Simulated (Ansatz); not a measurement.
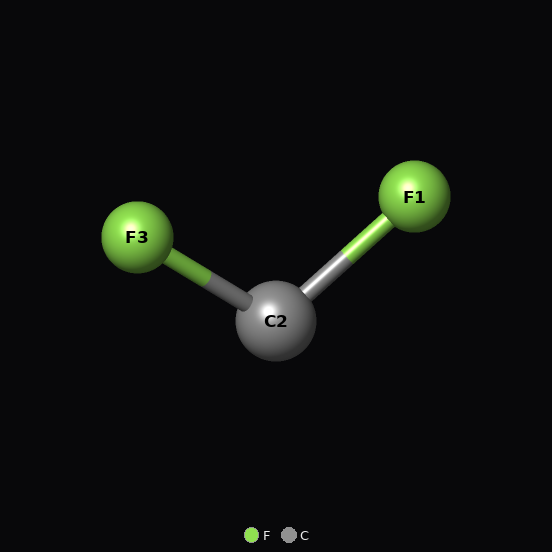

Harmonic vibrations computed with RKS PBE0-D4/def2-TZVP (Ansatz 0.2.0) at a stationary point of the same level.

Minimum or transition state?

A minimum: no imaginary frequency, and the lowest mode lies at 681 cm⁻¹.

List the wavenumbers.

3 modes: 681, 1159, 1261 cm⁻¹.
